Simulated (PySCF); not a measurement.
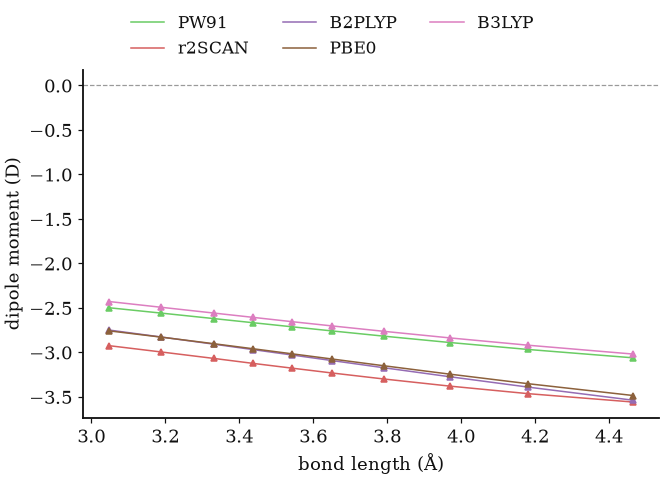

Bond curves of KNa, singlet, pcseg-2 (non-relativistic), PySCF: dipole moment, positive if the first atom is negative. One reference determinant with the occupation held, the lowest that a PBE0 search over spins and occupations found; no spin-orbit coupling. Straight lines join the computed points. References: UKS for PBE0, r2SCAN, PW91, B3LYP and B2PLYP.

**Order the curves at 4.18 Å, where they differ most.**

r2SCAN −3.46, B2PLYP −3.39, PBE0 −3.35, PW91 −2.97, B3LYP −2.92 D, from lowest to highest.

**Give the values at the computed points.**

In D:
```csv
bond length (Å),PW91,r2SCAN,B2PLYP,PBE0,B3LYP
3.05,−2.50,−2.92,−2.75,−2.76,−2.43
3.19,−2.56,−3.00,−2.83,−2.83,−2.49
3.33,−2.62,−3.07,−2.91,−2.90,−2.56
3.44,−2.67,−3.12,−2.97,−2.96,−2.61
3.54,−2.71,−3.18,−3.03,−3.02,−2.66
3.65,−2.76,−3.23,−3.09,−3.07,−2.70
3.79,−2.82,−3.30,−3.17,−3.15,−2.76
3.97,−2.89,−3.38,−3.27,−3.24,−2.84
4.18,−2.97,−3.46,−3.39,−3.35,−2.92
4.47,−3.06,−3.56,−3.54,−3.48,−3.02
```

Limits of at least one run: a spin-polarised solution may lie slightly lower; dipole, levels and charges come from the SCF part of the double hybrid.
